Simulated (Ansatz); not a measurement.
# A low-energy model for SrNbO3 (cubic perovskite) (Pm-3m): bands, U and J, part 2 of 2

How strongly is the local Coulomb interaction screened in SrNbO3 (cubic perovskite) (Pm-3m)?

Ansatz 0.2.0; non-magnetic LDA, then constrained RPA, plane waves, PAW.

So far. Step 3 (Constrained RPA: Nb t2g, bands v1 to c2, 6×6×6 mesh …): On the Nb t2g shell, screening brings the on-site interaction from 10.6 eV down to U = 2.92 eV.

## 4. Constrained RPA: Nb t2g + anion p, bands v10 to c2, 6×6×6 mesh, medium accuracy

Level of this step: constrained RPA on LDA, plane waves, PAW (Ansatz).

The input, input.yaml:

```yaml
crystal:
  lattice:
    - [0.0, -3.98521224, 0.0]
    - [0.0, 0.0, 3.98521224]
    - [-3.98521224, 0.0, 0.0]
  atoms:
    - { symbol: Sr, position: [0.0, 0.0, 0.0] }
    - { symbol: Nb, position: [0.5, 0.5, 0.5] }
    - { symbol: O, position: [0.5, 0.5, 0.0] }
    - { symbol: O, position: [0.5, 0.0, 0.5] }
    - { symbol: O, position: [0.0, 0.5, 0.5] }
kpoints:
  mp_grid: { grid: [6, 6, 6] }
hamiltonian:
  xc: lda
scf:
  occupations: { method: gaussian, width: 0.08 }
  n_extra_bands: 19
  max_iter: 150
  lower_state_search: "off"
output:
  crpa:
    kmesh: [6, 6, 6]
    target_bands: [v10, c2]
    projections:
      - { species: Nb, l: d, shell: 4, orbitals: [dxz, dyz, dxy] }
      - { species: O, l: p, shell: 2 }
  local_orbitals:
    kmesh: [6, 6, 6]
    orbitals:
      - { species: Nb, l: d, shell: 4, orbitals: [dxz, dyz, dxy] }
      - { species: O, l: p, shell: 2 }
    window: { bands: [v10, c2] }
    seedname: lo
```

Command:

```console
ansatz run input.yaml --threads 4 --pin off --max-ram 14745MiB --backend cpu --events-out ev --progress --plain --runs-dir out
```

Numbers of over 12 decimals in the logs are rounded to 6 here.

Output:

```text
[...]
Crystal: 5 atoms, lattice volume = 63.293 Å³
Basis set: ecut = 420 eV, 1237 PW (Γ)
Bands: 40, of which v1, the nominal top of the filled ones, is band 21 counted from 1 (20 counted from 0)
Symmetry: 48 space group operations
[...]
k-points: 20 of 216
[...]
SCF iter   1: F=—  HF=-9560.088163 eV  |F-HF|=—  |Δ(HF+E_count)|=         —  Δρ=1.70e-2  dr2=1.60e-1  ethr=1.77e-3  ⟨swp⟩=7.8  Hψ=4270  notcnv=0  defer=138
[...]
SCF iter   7: F=-9560.046716 eV  HF=-9560.046716 eV  |F-HF|=6.18e-11  |Δ(HF+E_count)|=   2.48e-7  Δρ=4.20e-6  dr2=8.33e-9  ethr=2.44e-10  ⟨swp⟩=11.2  Hψ=4112  notcnv=0
SCF 1 converged in 7 iterations: F = -9560.046716 eV  dr2 = 8.33e-9
[...]
cRPA screening: q 1/216
cRPA screening: q 2/216
cRPA screening: q 8/216 (q-point 3)
cRPA screening: q 14/216 (q-point 4)
cRPA screening: q 17/216 (q-point 8)
cRPA screening: q 23/216 (q-point 9)
cRPA screening: q 35/216 (q-point 10)
cRPA screening: q 47/216 (q-point 11)
cRPA screening: q 59/216 (q-point 12)
cRPA screening: q 65/216 (q-point 15)
[...]
cRPA screening: q 198/216 (q-point 89)
cRPA screening: q 204/216 (q-point 94)
cRPA screening: q 210/216 (q-point 95)
cRPA screening: q 216/216 (q-point 130)
SCF converged after 7 iterations
Free energy (F): -9560.046716 eV
[...]
Internal energy: -9560.041004 eV  (E = F + TS)
E sigma→0 (E₀):  -9560.043860 eV
Entropy (-TS):   -0.005712 eV (-1.142 meV/atom)
Fermi energy:    13.735755 eV
[...]
--- Band table (eV; the first three rows and the last of 20) ---
  k-point 0: bands = [... 17 lower, 9.7015, 9.7015, 9.7015, 12.5183, 12.5183, 12.5183, 15.3451, 15.3451, ... 15 higher]
  k-point 1: bands = [... 17 lower, 8.8516, 9.6062, 9.6062, 12.5922, 13.2635, 13.2635, 15.7470, 15.7948, ... 15 higher]
  k-point 2: bands = [... 17 lower, 8.3298, 9.5193, 9.5193, 12.7524, 14.6263, 14.6263, 16.6366, 16.6990, ... 15 higher]
  k-point 19: bands = [... 17 lower, 10.0832, 10.0832, 10.0832, 16.6912, 16.6912, 16.6912, 16.7657, 16.7657, ... 15 higher]
[...]
χ-basis size per q: N_G = 208..251
[...]
Each shell's averages of U are screened by what lies outside the whole window alone: parameters of one model of all the shells.
    Site 1, 4D, 3 of 5 d orbitals (Wannier functions 1, 2, 3; wannier90's mr 2, 3, 5):
      screened: U = 4.7521 eV, U' = 3.9969 eV, J = 0.4015 eV
      screened, to within: U = 7.3e-3 eV, U' = 7.3e-3 eV, J = 6.7e-4 eV
      bare: V = 12.7043 eV, V' = 11.7045 eV, J = 0.5391 eV
    Site 2, 2P, 3 of 3 p orbitals (Wannier functions 4, 5, 6; wannier90's mr 1, 2, 3):
      screened: U = 6.3306 eV, U' = 4.9803 eV, J = 0.6318 eV
      screened, to within: U = 1.2e-2 eV, U' = 1.2e-2 eV, J = 9.1e-4 eV
      bare: V = 17.9648 eV, V' = 16.1940 eV, J = 0.8248 eV
    Site 3, 2P, 3 of 3 p orbitals (Wannier functions 7, 8, 9; wannier90's mr 1, 2, 3):
      screened: U = 6.3306 eV, U' = 4.9803 eV, J = 0.6318 eV
      screened, to within: U = 1.2e-2 eV, U' = 1.2e-2 eV, J = 9.1e-4 eV
      bare: V = 17.9648 eV, V' = 16.1940 eV, J = 0.8248 eV
    Site 4, 2P, 3 of 3 p orbitals (Wannier functions 10, 11, 12; wannier90's mr 1, 2, 3):
      screened: U = 6.3306 eV, U' = 4.9803 eV, J = 0.6318 eV
      screened, to within: U = 1.2e-2 eV, U' = 1.2e-2 eV, J = 9.1e-4 eV
      bare: V = 17.9648 eV, V' = 16.1940 eV, J = 0.8248 eV
[...]
```

The job ended after 14 min (4 threads of Arm Neoverse V1, shared host; peak memory 0.89 GiB; 53 min of CPU time).

This step gave:

- U: 4.752 eV
- U prime (inter-orbital): 3.997 eV
- J: 0.4015 eV
- bare V: 12.70 eV
- bare J: 0.5391 eV
- stated bound on U: 0.007233 eV
- U over bare V: 0.3741
- electrons in the window: 19.00
- head of the constrained inverse dielectric matrix: 0.2865
- least eigenvalue of the projection's overlap: 0.6116
- target functions: 12
- bands in the sums: 46
- r.m.s. miss of the model bands: 0.01128 eV
- width of the target bands: 11.35 eV
- weight of the projected orbitals in the window: 0.9327

On the Nb t2g shell, screening brings the on-site interaction from 12.7 eV down to U = 4.75 eV.

Kanamori averages over each shell's functions. Crpa shells, by row:

```csv
site,element,shell,orbitals,U (eV),U' (eV),J (eV),bare V (eV),bare V' (eV),bare J (eV),bound on U (eV)
2,Nb,4D,3,4.752,3.997,0.4015,12.7,11.7,0.5391,0.007233
3,O,2P,3,6.331,4.98,0.6318,17.96,16.19,0.8248,0.01179
4,O,2P,3,6.331,4.98,0.6318,17.96,16.19,0.8248,0.01179
5,O,2P,3,6.331,4.98,0.6318,17.96,16.19,0.8248,0.01179
```

Projected local orbitals of the target window. The electronic bands at the labelled points (eV, zero at the Fermi level; # counts the bands kept):

```
    point     #6     #7     #8     #9    #10    #11    #12
        Γ  -4.82  -4.03  -4.03  -4.03  -1.22  -1.22  -1.22
        X  -5.90  -5.57  -4.24  -4.24  -0.90   1.61   1.61
        M  -5.19  -5.19  -4.69  -3.73   1.65   1.65   2.51
        Γ  -4.82  -4.03  -4.03  -4.03  -1.22  -1.22  -1.22
        R  -7.55  -3.65  -3.65  -3.65   2.96   2.96   2.96
        X  -5.90  -5.57  -4.24  -4.24  -0.90   1.61   1.61
jump to R  -7.55  -3.65  -3.65  -3.65   2.96   2.96   2.96
        M  -5.19  -5.19  -4.69  -3.73   1.65   1.65   2.51
```

The same for Kohn-Sham, solved directly:

```
point     #6     #7     #8     #9    #10    #11    #12
    Γ  -4.82  -4.03  -4.03  -4.03  -1.22  -1.22  -1.22
    X  -5.90  -5.57  -4.24  -4.24  -0.90   1.61   1.61
    M  -5.19  -5.19  -4.69  -3.73   1.65   1.65   2.51
    Γ  -4.82  -4.03  -4.03  -4.03  -1.22  -1.22  -1.22
    R  -7.55  -3.65  -3.65  -3.65   2.96   2.96   2.96
    X  -5.90  -5.57  -4.24  -4.24  -0.90   1.61   1.61
    R  -7.55  -3.65  -3.65  -3.65   2.96   2.96   2.96
    M  -5.19  -5.19  -4.69  -3.73   1.65   1.65   2.51
```

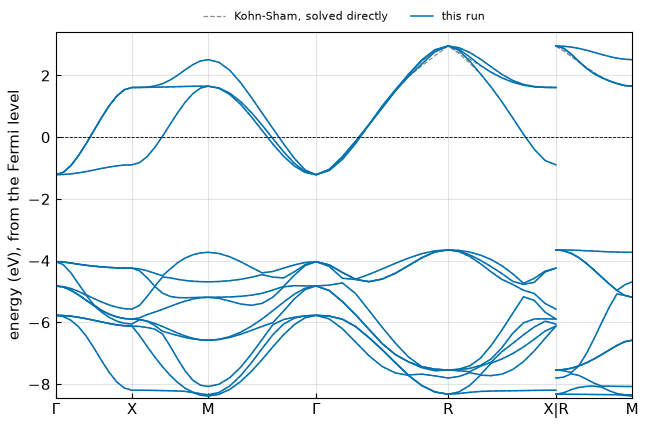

Electronic bands along the path; dashed: Kohn-Sham, solved directly.

Onsite levels, by row:

```
orbital  level less Fermi level (eV)
Nb2 dxz                      -0.8126
Nb2 dyz                      -0.8126
Nb2 dxy                      -0.8126
  O3 pz                       -4.781
  O3 px                       -6.512
  O3 py                       -4.781
  O4 pz                       -6.512
  O4 px                       -4.781
  O4 py                       -4.781
  O5 pz                       -4.781
  O5 px                       -4.781
  O5 py                       -6.512
```

Largest distinct elements between sites. Hoppings, by row:

| from | to | cell | distance (Å) | t (eV) |
| --- | --- | --- | --- | --- |
| Nb2 dxy | O3 py | 0 0 0 | 1.993 | -1.72 |
| O5 py | O5 py | -1 0 0 | 3.985 | 0.8745 |
| O4 px | O4 px | 0 -1 0 | 3.985 | -0.3135 |
| O5 py | O3 py | -1 0 0 | 2.818 | 0.1578 |
| O4 py | O5 pz | 0 -1 0 | 2.818 | -0.1286 |
| O3 py | O4 py | 0 0 -1 | 2.818 | -0.0675 |
| O5 px | O5 px | 0 1 1 | 5.636 | 0.0602 |
| O5 py | O4 pz | 0 0 0 | 2.818 | -0.0566 |
| Nb2 dxy | O5 px | 2 0 0 | 5.978 | -0.0514 |
| O3 pz | O3 pz | 0 -1 0 | 3.985 | 0.0478 |
| O5 pz | O5 px | 0 -1 -1 | 5.636 | -0.0472 |
| Nb2 dxz | Nb2 dxz | 0 0 -1 | 3.985 | -0.0436 |

## 5. The windows together

Times are wall times on 4 threads of Arm Neoverse V1, shared host, good to a factor of about two.

```
          target   bands  functions  width (eV)  bare V (eV)  U (eV)  U′ (eV)  J (eV)   U/V     time
          Nb t2g   v1–c2          3        4.17        10.57    2.92     2.39    0.27  0.28  2.2 min
Nb t2g + anion p  v10–c2         12       11.35        12.70    4.75     4.00    0.40  0.37   14 min
```

## 6. Outcome

```
Nb t2g           : U 2.92 eV, U′ 2.39 eV, J 0.27 eV, bare V 10.6 eV
Nb t2g + anion p : U 4.75 eV, U′ 4.00 eV, J 0.40 eV, bare V 12.7 eV
method           : constrained RPA on non-magnetic LDA, 6×6×6 mesh, static; search for lower states off
```

**Reading.** For Nb t2g, screening cuts the on-site interaction from 10.57 eV to 2.92 eV (28 %), while J goes only from 0.37 eV to 0.27 eV: the monopole is screened far more than the multipoles. U − 2J differs from U′ by −0.01 eV, so the Kanamori relation holds well. U is 0.70 times the width of the target bands. With the window Nb t2g + anion p U becomes 4.75 eV and the bare V 12.70 eV, so U/V goes from 0.28 to 0.37. The parent state is non-magnetic and the interaction static (zero frequency); U depends on the window and the orbitals, so it belongs to this model alone. The bands cross the Fermi level under this constraint, which need not be the crystal's state: magnetic order, correlation or a lattice distortion may open a gap. A window that holds the anion p bands defines a model with explicit ligands; its U belongs to that model and is not the U of DFT+U.

[Paths, hosts, dates, memory and timing lines, banners, echoed tables and standing remarks are left out of the program output.]

[Logs are printed without paths, hosts, clocks, repeated set-up lines and the standing remarks that a program may print on its own settings, such as how far it seeks lower states.]

[Runs of the session that timed out or met a known fault of the program may be left out.]

[Hosts, paths, dates, database ids (printed as entryN), source tags and the programs' standing remarks are cut or masked in the printed files.]
